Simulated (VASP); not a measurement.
# A VASP study of Pt (LDA): structure first, properties next, part 2 of 3

Aim: relax Pt with LDA, compute its properties on that cell and hold them against experiment. Left out of this account: 1 further run (relaxation: a spoilt try). The start is a cell from a database of measured crystal structures.

VASP 6.6.1, plane waves and PAW; the level of theory is named at each step.

So far. Step 2 (Relaxing cell and atoms (LDA)): It ends with forces that vanish by symmetry and a pressure of -0.01 GPa. The volume lies -1.8 % from that of the database's start, which holds the thermal and zero-point expansion of its experiment. Step 3 (Second relaxation): It ends with forces that vanish by symmetry and a pressure of -0.04 GPa. The volume moved by under 0.01 %: the run met its threshold at the first step. The relaxed cell has a = 3.898 Å (conventional setting).

## (4) Density, ELF and potential (LDA)

Level of this step: LDA; plane waves and PAW (Pt) (VASP).

A single point on the relaxed cell gives a clean self-consistent state, with density, ELF and potential written out.

Contents of INCAR:

```
SYSTEM = Pt
PREC = Accurate
ENCUT = 400
EDIFF = 1E-06
NELM = 100
ISMEAR = 1
SIGMA = 0.2
LREAL = .FALSE.
ALGO = Normal
GGA = CA
NBANDS = 11
LASPH = .TRUE.
LORBIT = 11
LWAVE = .FALSE.
LCHARG = .TRUE.
ISIF = 2
LELF = .TRUE.
LVHAR = .TRUE.
```

Contents of POSCAR:

```
Pt
1.0
    0.0000000000      1.9488400081      1.9488400081
    1.9488400081      0.0000000000      1.9488400081
    1.9488400081      1.9488400081      0.0000000000
Pt
1
Direct
    0.0000000000      0.0000000000      0.0000000000
```

Contents of KPOINTS:

```
Automatic mesh
0
Gamma
10 10 10
0 0 0
```

The projector-augmented-wave data sets are Pt (LDA family, release 64).

Run with:

```sh
$ mpirun -np 2 vasp_std
```

Output:

```text
[banner, memory and clock lines left out]
running    2 mpi-ranks, on    1 nodes
 distrk:  each k-point on    2 cores,    1 groups
 distr:  one band on    1 cores,    2 groups

 POSCAR found type information on POSCAR Pt
 POSCAR found :  1 types and       1 ions
 LDA part: xc-table for (Slater(with rela. corr.)+CA(PZ))
 , standard interpolation
|                                                                             |
|           W    W    AA    RRRRR   N    N  II  N    N   GGGG   !!!           |
|           W    W   A  A   R    R  NN   N  II  NN   N  G    G  !!!           |
|           W    W  A    A  R    R  N N  N  II  N N  N  G       !!!           |
|           W WW W  AAAAAA  RRRRR   N  N N  II  N  N N  G  GGG   !            |
|           WW  WW  A    A  R   R   N   NN  II  N   NN  G    G                |
|           W    W  A    A  R    R  N    N  II  N    N   GGGG   !!!           |
|                                                                             |
|     The number of bands has been changed from the values supplied in        |
|     The orbitals not found in the WAVECAR file will be initialized with     |
|     random numbers, which is usually adequate. For correlated               |
|     calculations, however, you should redo the groundstate calculation.     |
|     I found NBANDS = 11. Now, NBANDS = 12.                                  |
|                                                                             |

 POSCAR, INCAR and KPOINTS ok, starting setup
 FFT: planning ... GRIDC
 FFT: planning ... GRID_SOFT
 FFT: planning ... GRID
 WAVECAR not read
 entering main loop
       N       E                     dE             d eps       ncg     rms          rms(c)
DAV:   1     0.309236622206E+02    0.30924E+02   -0.43708E+03  1184   0.607E+02
DAV:   2    -0.742804725322E+01   -0.38352E+02   -0.36364E+02  1340   0.151E+02
DAV:   3    -0.791800599845E+01   -0.48996E+00   -0.48327E+00  1400   0.158E+01
DAV:   4    -0.791986953315E+01   -0.18635E-02   -0.18634E-02  1364   0.114E+00
DAV:   5    -0.791988369879E+01   -0.14166E-04   -0.14166E-04  1416   0.896E-02    0.140E+01
DAV:   6    -0.753565806394E+01    0.38423E+00   -0.81327E-01  1268   0.677E+00    0.721E+00
DAV:   7    -0.749234224384E+01    0.43316E-01   -0.12660E-01  1364   0.257E+00    0.267E+00
DAV:   8    -0.748777583131E+01    0.45664E-02   -0.45049E-03  1256   0.594E-01    0.513E-01
DAV:   9    -0.748765238194E+01    0.12345E-03   -0.47948E-05  1384   0.619E-02    0.130E-02
DAV:  10    -0.748765590326E+01   -0.35213E-05   -0.14760E-06  1368   0.758E-03    0.159E-03
DAV:  11    -0.748765592913E+01   -0.25867E-07   -0.31943E-08   740   0.148E-03
   1 F= -.74876559E+01 E0= -.74889569E+01  d E =0.390279E-02
```

Wall time 3.2 s (2 MPI ranks of Intel Xeon 6975P-C (Granite Rapids), shared host); peak memory 0.2 GiB.

Parts of OUTCAR (step 4):

```text
The static configuration has the point symmetry O_h .

 Found     47 irreducible k-points:

   k-points           NKPTS =     47   k-points in BZ     NKDIM =     47   number of bands    NBANDS=     12

   NELECT =      10.0000    total number of electrons

 E-fermi :  11.5294

 k-point     1 :       0.0000    0.0000    0.0000
  band No.  band energies     occupation
    ...
      2       7.5749      2.00000
      3       7.5749      2.00000
      4       7.5749      2.00000
      5       9.8325      2.00000
      6       9.8325      2.00000
      7      26.0732      0.00000
      8      31.0974      0.00000
      9      31.0974      0.00000
     10      31.0974      0.00000
     11      36.6170      0.00000
    ...

 k-point     2 :       0.1000    0.0000    0.0000
  band No.  band energies     occupation
    ...
      2       7.4018      2.00000
      3       7.7300      2.00000
      4       7.7300      2.00000
      5       9.7513      2.00000
      6       9.7513      2.00000
      7      26.6973      0.00000
      8      29.3536      0.00000
      9      31.7316      0.00000
     10      31.7316      0.00000
     11      38.2563      0.00000
    ...

  Total       -0.0039778     -0.0039778     -0.0039778      0.0000000      0.0000000      0.0000000
  in kB       -0.4305241     -0.4305241     -0.4305241      0.0000000      0.0000000      0.0000000
  external PRESSURE =      -0.4305241 kB  Pullay stress =       0.0000000 kB

 POSITION                                       TOTAL-FORCE (eV/Angst)
 -----------------------------------------------------------------------------------
      0.00000      0.00000      0.00000         0.000000      0.000000      0.000000
 -----------------------------------------------------------------------------------
    total drift:                               -0.000000     -0.000000      0.000000

  FREE ENERGIE OF THE ION-ELECTRON SYSTEM (eV)
  ---------------------------------------------------
  free  energy   TOTEN  =        -7.4876559291 eV

  energy  without entropy=       -7.4915587193  energy(sigma->0) =       -7.48895686

[... 9 parts as in an earlier step ...]

[... 4 further parts left out ...]
```

Numbers from this step:

| Property | Result |
| --- | --- |
| SCF cycles | 11 |
| bands | 12 |
| pressure | -0.04305 GPa |

Valence electrons inside each PAW sphere by angular momentum. Sphere charges, by row:

| atom | s (e) | p (e) | d (e) | tot (e) |
| --- | --- | --- | --- | --- |
| Pt1 | 0.647 | 0.636 | 8.07 | 9.353 |

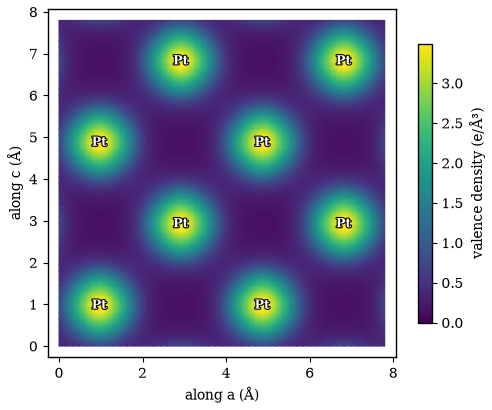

Valence density in the ac plane of the conventional cell at fractional y = 0.000, with atoms of Pt within 0.2 Å of it. It is the smooth field of the valence electrons, not physical close to the nuclei. The map starts off the cell's origin, so that atoms lie inside it.

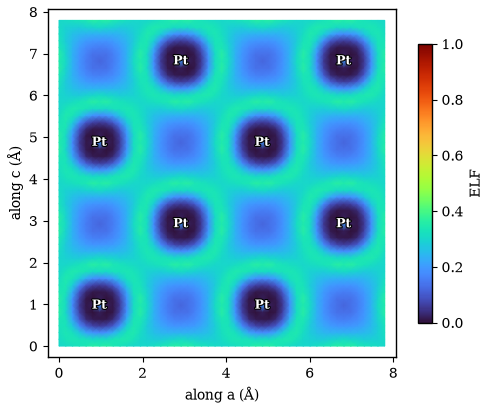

ELF in the ac plane of the conventional cell at fractional y = 0.000, with atoms of Pt within 0.2 Å of it. It is the smooth field of the valence electrons, not physical close to the nuclei. The map starts off the cell's origin, so that atoms lie inside it.

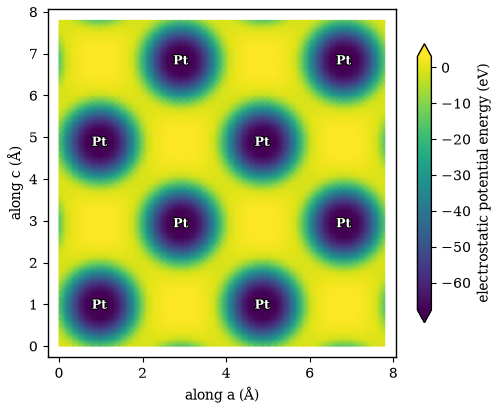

Electrostatic potential energy in the ac plane of the conventional cell at fractional y = 0.000, with atoms of Pt within 0.2 Å of it. With pseudopotentials it is smooth inside the atoms' cores, unlike the true potential. The map starts off the cell's origin, so that atoms lie inside it.

In this run the pressure is -0.04 GPa, small enough to go on.

## (5) Band structure (LDA)

The mesh alone shows little of the dispersion and can miss band extrema, so KPOINTS_OPT adds a path through the symmetry points after the self-consistent cycle.

Contents of INCAR:

```
SYSTEM = Pt
PREC = Accurate
ENCUT = 400
EDIFF = 1E-06
NELM = 100
ISMEAR = 1
SIGMA = 0.2
LREAL = .FALSE.
ALGO = Normal
GGA = CA
NBANDS = 16
LASPH = .TRUE.
LORBIT = 11
LWAVE = .FALSE.
LCHARG = .FALSE.
KPAR = 2
```

POSCAR is that of step 4.

KPOINTS is that of step 4.

Contents of KPOINTS_OPT:

```
Line mode
16
Line-mode
Reciprocal
  0.00000000   0.00000000   0.00000000 GAMMA
  0.50000000   0.00000000   0.50000000 X

  0.50000000   0.00000000   0.50000000 X
  0.50000000   0.25000000   0.75000000 W

  0.50000000   0.25000000   0.75000000 W
  0.37500000   0.37500000   0.75000000 K

  0.37500000   0.37500000   0.75000000 K
  0.00000000   0.00000000   0.00000000 GAMMA

  0.00000000   0.00000000   0.00000000 GAMMA
  0.50000000   0.50000000   0.50000000 L

  0.50000000   0.50000000   0.50000000 L
  0.62500000   0.25000000   0.62500000 U

  0.62500000   0.25000000   0.62500000 U
  0.50000000   0.25000000   0.75000000 W

  0.50000000   0.25000000   0.75000000 W
  0.50000000   0.50000000   0.50000000 L

  0.50000000   0.50000000   0.50000000 L
  0.37500000   0.37500000   0.75000000 K

  0.62500000   0.25000000   0.62500000 U
  0.50000000   0.00000000   0.50000000 X
```

Run with:

```sh
$ mpirun -np 2 vasp_std
```

Output:

```text
[... set-up lines as in an earlier step ...]
 entering main loop
       N       E                     dE             d eps       ncg     rms          rms(c)
DAV:   1     0.350643174975E+02    0.35064E+02   -0.40728E+03  1544   0.456E+02
DAV:   2    -0.730288147082E+01   -0.42367E+02   -0.40502E+02  2072   0.132E+02
DAV:   3    -0.791830867427E+01   -0.61543E+00   -0.61298E+00  1928   0.142E+01
DAV:   4    -0.791987633002E+01   -0.15677E-02   -0.15674E-02  1904   0.844E-01
DAV:   5    -0.791988377937E+01   -0.74493E-05   -0.74502E-05  1912   0.477E-02    0.140E+01
DAV:   6    -0.753544245752E+01    0.38444E+00   -0.73506E-01  2184   0.508E+00    0.720E+00
DAV:   7    -0.749243246708E+01    0.43010E-01   -0.12589E-01  2176   0.200E+00    0.267E+00
DAV:   8    -0.748782004454E+01    0.46124E-02   -0.45836E-03  1832   0.487E-01    0.560E-01
DAV:   9    -0.748765293201E+01    0.16711E-03   -0.85006E-05  2000   0.635E-02    0.102E-02
DAV:  10    -0.748765585608E+01   -0.29241E-05   -0.13323E-06  1888   0.639E-03    0.212E-03
DAV:  11    -0.748765592744E+01   -0.71357E-07   -0.36117E-08  1560   0.932E-04
   1 F= -.74876559E+01 E0= -.74889569E+01  d E =0.390279E-02
 Start KPOINTS_OPT (optional k-point list driver)
k-point batch [1-47\160]
       N       E                     dE             ncg
DAV:   1     0.583750965689E+04   -0.12506E+05     1536
DAV:   2     0.382030264519E+04   -0.20172E+04     2168
DAV:   3     0.379195815219E+04   -0.28344E+02     1936
DAV:   4     0.379188336444E+04   -0.74788E-01     1896
DAV:   5     0.379188295941E+04   -0.40503E-03     1928
DAV:   6     0.379188295663E+04   -0.27845E-05     1832
DAV:   7     0.379188295660E+04   -0.31043E-07     1648
[...]
k-point batch [142-160\160]
       N       E                     dE             ncg
DAV:   1     0.146232784407E+05   -0.64252E+04      640
DAV:   2     0.137785819704E+05   -0.84470E+03      848
DAV:   3     0.137676183163E+05   -0.10964E+02      912
DAV:   4     0.137675926008E+05   -0.25716E-01      656
DAV:   5     0.137675924691E+05   -0.13169E-03      896
DAV:   6     0.137675924682E+05   -0.90819E-06      664
```

Run time: 7.8 s. Hardware: 2 MPI ranks; peak memory 0.23 GiB.

From OUTCAR (step 5):

```text
   k-points           NKPTS =     47   k-points in BZ     NKDIM =     47   number of bands    NBANDS=     16

   NELECT =      10.0000    total number of electrons

 E-fermi :  11.5294

 k-point     4 :       0.3000    0.0000    0.0000
  band No.  band energies     occupation
    ...
      2       7.6160      2.00000
      3       7.8704      2.00000
      4       7.8704      2.00000
      5      10.3730      2.00000
      6      10.3730      2.00000
      7      23.1743      0.00000
      8      27.3795      0.00000
      9      33.8783      0.00000
     10      33.8783      0.00000
     11      35.7967      0.00000
    ...

  Total       -0.0038739     -0.0038739     -0.0038739      0.0000000      0.0000000      0.0000000
  in kB       -0.4192711     -0.4192711     -0.4192711      0.0000000      0.0000000      0.0000000
  external PRESSURE =      -0.4192711 kB  Pullay stress =       0.0000000 kB

  FREE ENERGIE OF THE ION-ELECTRON SYSTEM (eV)
  ---------------------------------------------------
  free  energy   TOTEN  =        -7.4876559274 eV

  energy  without entropy=       -7.4915587199  energy(sigma->0) =       -7.48895686

[... 15 parts as in an earlier step ...]

[... 2 further parts left out ...]
```

Spin-orbit coupling is off here; with elements this heavy it splits and shifts levels by tenths of an eV or more.

This step gave:

* bands: 16
* pressure: -0.04193 GPa

Electronic bands along the path, in eV, zero at the Fermi level; # counts the bands kept:

| point | #2 | #3 | #4 | #5 | #6 | #7 |
| --- | --- | --- | --- | --- | --- | --- |
| Γ | -3.95 | -3.95 | -3.95 | -1.70 | -1.70 | 14.54 |
| X | -6.87 | 0.01 | 0.49 | 0.49 | 1.70 | 9.05 |
| W | -4.74 | -4.74 | -2.10 | 0.50 | 7.19 | 8.34 |
| K | -5.68 | -2.99 | -1.38 | -0.20 | 5.74 | 6.80 |
| Γ | -3.95 | -3.95 | -3.95 | -1.70 | -1.70 | 14.54 |
| L | -4.01 | -4.01 | -0.58 | 0.03 | 0.03 | 5.95 |
| U | -5.68 | -2.99 | -1.38 | -0.20 | 5.74 | 6.80 |
| W | -4.74 | -4.74 | -2.10 | 0.50 | 7.19 | 8.34 |
| L | -4.01 | -4.01 | -0.58 | 0.03 | 0.03 | 5.95 |
| K | -5.68 | -2.99 | -1.38 | -0.20 | 5.74 | 6.80 |
| jump to U | -5.68 | -2.99 | -1.38 | -0.20 | 5.74 | 6.80 |
| X | -6.87 | 0.01 | 0.49 | 0.49 | 1.70 | 9.05 |

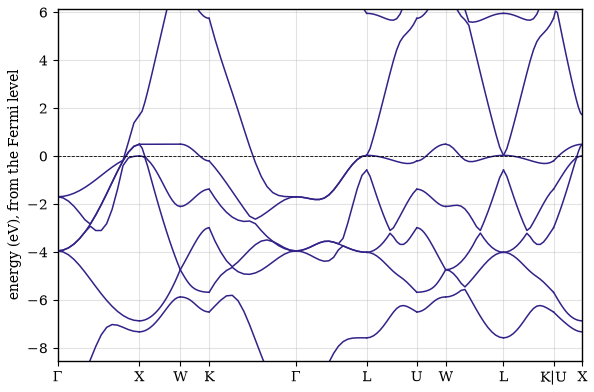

Electronic bands along the path.

There is no gap at this level.

## (6) Density of states (LDA)

A density of states needs more k-points than a total energy; ISMEAR = -5 takes tetrahedra, and LORBIT projects the states on the PAW spheres. The mesh is finer than in the run before.

Changes to INCAR since step 5:

```diff
@@ -5,3 +5,3 @@
 NELM = 100
-ISMEAR = 1
+ISMEAR = -5
 SIGMA = 0.2
@@ -16 +16,2 @@
 KPAR = 2
+NEDOS = 2001
```

POSCAR is that of step 5.

Contents of KPOINTS:

```
Automatic mesh
0
Gamma
14 14 14
0 0 0
```

Run with:

```sh
$ mpirun -np 2 vasp_std
```

Output:

```text
[... set-up lines as in an earlier step ...]
 entering main loop
       N       E                     dE             d eps       ncg     rms          rms(c)
DAV:   1     0.336490292674E+02    0.33649E+02   -0.41088E+03  3448   0.459E+02
DAV:   2    -0.735885721366E+01   -0.41008E+02   -0.39153E+02  4728   0.130E+02
DAV:   3    -0.794342722142E+01   -0.58457E+00   -0.58347E+00  4168   0.140E+01
DAV:   4    -0.794497155544E+01   -0.15443E-02   -0.15469E-02  4312   0.827E-01
DAV:   5    -0.794497938096E+01   -0.78255E-05   -0.78430E-05  4064   0.488E-02    0.140E+01
DAV:   6    -0.756068773918E+01    0.38429E+00   -0.74204E-01  4880   0.505E+00    0.717E+00
DAV:   7    -0.751598369523E+01    0.44704E-01   -0.13242E-01  4880   0.205E+00    0.261E+00
DAV:   8    -0.751144301831E+01    0.45407E-02   -0.47203E-03  3856   0.493E-01    0.569E-01
DAV:   9    -0.751126039633E+01    0.18262E-03   -0.94927E-05  4624   0.670E-02    0.824E-03
DAV:  10    -0.751126162387E+01   -0.12275E-05   -0.13327E-06  4056   0.668E-03    0.176E-03
DAV:  11    -0.751126133330E+01    0.29057E-06   -0.40616E-08  3672   0.974E-04
   1 F= -.75112613E+01 E0= -.75112613E+01  d E =0.000000E+00
 -----------------------------------------------------------------------------
|                                                                             |
|           W    W    AA    RRRRR   N    N  II  N    N   GGGG   !!!           |
|           W    W   A  A   R    R  NN   N  II  NN   N  G    G  !!!           |
|           W    W  A    A  R    R  N N  N  II  N N  N  G       !!!           |
|           W WW W  AAAAAA  RRRRR   N  N N  II  N  N N  G  GGG   !            |
|           WW  WW  A    A  R   R   N   NN  II  N   NN  G    G                |
|           W    W  A    A  R    R  N    N  II  N    N   GGGG   !!!           |
|                                                                             |
|     Tetrahedron method does not include variations of the Fermi             |
|     occupations, so forces and stress will be inaccurate. We suggest        |
|     using a different smearing scheme ISMEAR = 1 or 2 for metals in         |
|     relaxations.                                                            |
|                                                                             |
 -----------------------------------------------------------------------------
```

The job ended after 5.4 s (2 MPI ranks; peak memory 0.22 GiB).

From OUTCAR (step 6):

```text
   k-points           NKPTS =    104   k-points in BZ     NKDIM =    104   number of bands    NBANDS=     16

   NELECT =      10.0000    total number of electrons

 E-fermi :  11.4878

 k-point     1 :       0.0000    0.0000    0.0000
  band No.  band energies     occupation
    ...
      2       7.5722      2.00000
      3       7.5722      2.00000
      4       7.5722      2.00000
      5       9.8341      2.00000
      6       9.8341      2.00000
      7      26.0712      0.00000
      8      31.0995      0.00000
      9      31.0995      0.00000
     10      31.0995      0.00000
     11      36.6198      0.00000
    ...

  Total       -0.0245806     -0.0245806     -0.0245806     -0.0000000     -0.0000000      0.0000000
  in kB       -2.6603902     -2.6603902     -2.6603902     -0.0000000     -0.0000000      0.0000000
  external PRESSURE =      -2.6603902 kB  Pullay stress =       0.0000000 kB

 POSITION                                       TOTAL-FORCE (eV/Angst)
 -----------------------------------------------------------------------------------
      0.00000      0.00000      0.00000         0.000000      0.000000     -0.000000
 -----------------------------------------------------------------------------------
    total drift:                                0.000000     -0.000000     -0.000000

  FREE ENERGIE OF THE ION-ELECTRON SYSTEM (eV)
  ---------------------------------------------------
  free  energy   TOTEN  =        -7.5112613333 eV

  energy  without entropy=       -7.5112613333  energy(sigma->0) =       -7.51126133

[... 6 parts as in an earlier step ...]

[... 10 further parts left out ...]
```

With tetrahedra the forces and stress of a metal are not exact derivatives of the energy.

This step gave:

```
irreducible k-points   : 104
free energy (TOTEN)    : -7.511 eV
Fermi energy           : 11.49 eV
pressure               : -0.2660 GPa
DOS at the Fermi level : 1.937 states/eV/cell
```

The density of states has structure finer than the step of the table below, so its rows give means over 2 eV, whole bins alone (the curve runs from -12.0 to 7.89 eV). Peaks (eV: height): total -3.5: 2.64, -2.9: 1.56, -2.0: 1.63, -0.1: 2.04; Pt d -3.5: 2.33, -2.9: 1.28, -2.0: 1.44, -0.1: 1.95; Pt p -5.2: 0.142, -3.7: 0.207, -2.9: 0.157, 7.6: 0.147; Pt s -6.9: 0.247, -3.9: 0.0617, 6.1: 0.161.

States under -12.0 eV and over 7.9 eV are left out. Table of density of states by energy, zero at the Fermi level; means over each step; values in states/eV/cell:

| energy (eV) | total | Pt d | Pt p | Pt s |
| --- | --- | --- | --- | --- |
| -10 | 0.0378 | 5.3e-4 | 0.00208 | 0.0287 |
| -8 | 0.283 | 0.0975 | 0.0237 | 0.126 |
| -6 | 1.19 | 0.901 | 0.0776 | 0.112 |
| -4 | 1.56 | 1.30 | 0.123 | 0.0331 |
| -2 | 1.23 | 1.07 | 0.0754 | 0.0164 |
| 0 | 1.06 | 0.986 | 0.0319 | 0.0146 |
| 2 | 0.276 | 0.163 | 0.0641 | 0.0309 |
| 4 | 0.249 | 0.103 | 0.0770 | 0.0469 |
| 6 | 0.269 | 0.0822 | 0.0624 | 0.0938 |

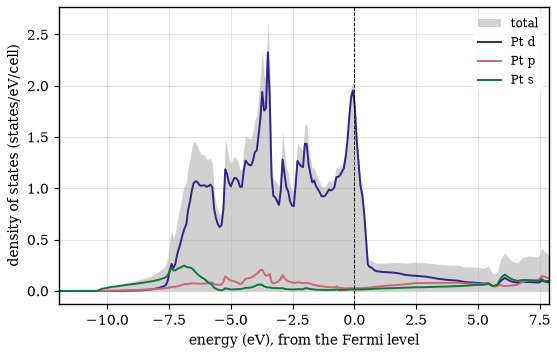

Density of states against energy.

The finer mesh and the other smearing move the Fermi level by -0.04 eV from the 10×10×10 run, a small shift, which tests the Fermi level alone. Of the states within 0.3 eV of the Fermi level, the largest shares in the PAW spheres are Pt d 95 %. The rest lies in smaller channels or between the spheres.

## (7) Core levels (LDA)

ICORELEVEL = 1 prints the core eigenvalues in the potential of the ground state.

Contents of INCAR:

```
SYSTEM = Pt
PREC = Accurate
ENCUT = 400
EDIFF = 1E-06
NELM = 100
ISMEAR = 1
SIGMA = 0.2
LREAL = .FALSE.
ALGO = Normal
GGA = CA
NBANDS = 11
LASPH = .TRUE.
LORBIT = 11
LWAVE = .FALSE.
LCHARG = .FALSE.
KPAR = 2
ICORELEVEL = 1
```

POSCAR is that of step 6.

Contents of KPOINTS:

```
Automatic mesh
0
Gamma
10 10 10
0 0 0
```

Run with:

```sh
$ mpirun -np 2 vasp_std
```

Output:

```text
[... set-up lines as in an earlier step ...]
 entering main loop
       N       E                     dE             d eps       ncg     rms          rms(c)
[... 11 cycles as in an earlier step ...]
   1 F= -.74876559E+01 E0= -.74889569E+01  d E =0.390279E-02
```

Wall time 2.6 s (2 MPI ranks); peak memory 0.21 GiB.

Parts of OUTCAR (step 7):

```text
   NELECT =      10.0000    total number of electrons

 the core state eigenenergies are
   1-  1s -77834.3953  2s -13675.0985  2p -11867.5968  3s  -3202.6508  3p  -2675.2920
       3d  -2101.7632  4s   -675.8995  4p   -502.5714  4d   -291.5855  4f    -56.1389
       5s    -86.7454  5p    -41.1192

 E-fermi :  11.5294

[... 19 parts as in an earlier step ...]

[... 2 further parts left out ...]
```

These are scalar-relativistic Kohn-Sham levels of the ground state, with no core hole, so they are not binding energies.

This step gave:

* bands: 11
* irreducible k-points: 47
* free energy (TOTEN): -7.488 eV
* Fermi energy: 11.53 eV
* pressure: -0.04314 GPa

Kohn-Sham core levels. Core levels, by row:

| atom | shell | level below the Fermi level (eV) |
| --- | --- | --- |
| Pt1 | 1s | 77846 |
| Pt1 | 2s | 13687 |
| Pt1 | 2p | 11879 |
| Pt1 | 3s | 3214 |
| Pt1 | 3p | 2687 |
| Pt1 | 3d | 2113 |
| Pt1 | 4s | 687.4 |
| Pt1 | 4p | 514.1 |
| Pt1 | 4d | 303.1 |
| Pt1 | 4f | 67.67 |
| Pt1 | 5s | 98.27 |
| Pt1 | 5p | 52.65 |

(Part 2 of 3 ends here.)

[Lines on the potential files, build, host, timing and source positions are cut from VASP's logs without a mark.]

[Logs are printed without paths, hosts, clocks, repeated set-up lines and the standing remarks that a program may print on its own settings, such as how far it seeks lower states.]

[Hosts, paths, dates, database ids (printed as entryN), source tags and the programs' standing remarks are cut or masked in the printed files.]

[A measured line is paired with the nearest computed mode of its activity, which favours agreement.]
